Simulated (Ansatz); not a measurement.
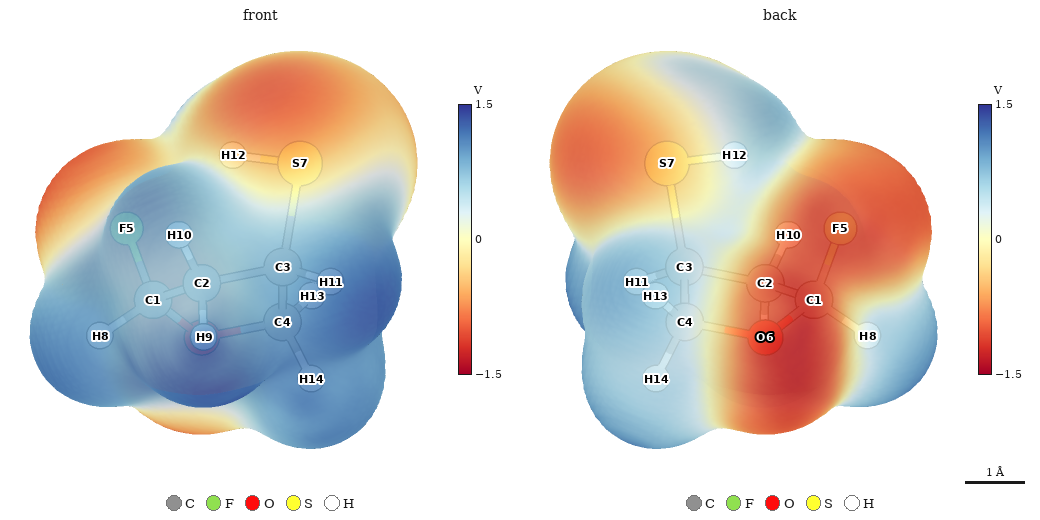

The picture shows: C4H7FOS. The electrostatic potential painted on the density surface at 0.002 e/bohr³, seen from the front and from behind; the colour scale runs from red (negative) to blue (positive).

Geometry: PBE-D3(BJ)/def2-SVP.

All numbers below come from isolated molecule in a Gaussian basis; Kohn-Sham density functional theory, functional PBE0 (Ansatz 0.2.0).

```yaml
atoms:
  - { symbol: C, position_ang: [0.1917, -0.2987, 0.8667] }
  - { symbol: C, position_ang: [1.3316, -0.1459, -0.1363] }
  - { symbol: C, position_ang: [0.6468, -0.5456, -1.4558] }
  - { symbol: C, position_ang: [-0.3532, -1.6141, -0.9690] }
  - { symbol: F, position_ang: [-0.5854, 0.8814, 0.8770] }
  - { symbol: O, position_ang: [-0.5677, -1.3698, 0.4356] }
  - { symbol: S, position_ang: [-0.1238, 0.8654, -2.3584] }
  - { symbol: H, position_ang: [0.4905, -0.4669, 1.9229] }
  - { symbol: H, position_ang: [2.1285, -0.8762, 0.1182] }
  - { symbol: H, position_ang: [1.7683, 0.8690, -0.1510] }
  - { symbol: H, position_ang: [1.3634, -0.9665, -2.1868] }
  - { symbol: H, position_ang: [-0.8193, 1.3183, -1.2774] }
  - { symbol: H, position_ang: [-1.3180, -1.5621, -1.5120] }
  - { symbol: H, position_ang: [0.0629, -2.6406, -1.0791] }
```

Where is the surface potential most negative and most positive?

Answer. The most negative region (about −1.2 V) lies over O6, the most positive (about +1.3 V) over H9 and H11. O6 is the likeliest acceptor of a hydrogen bond.
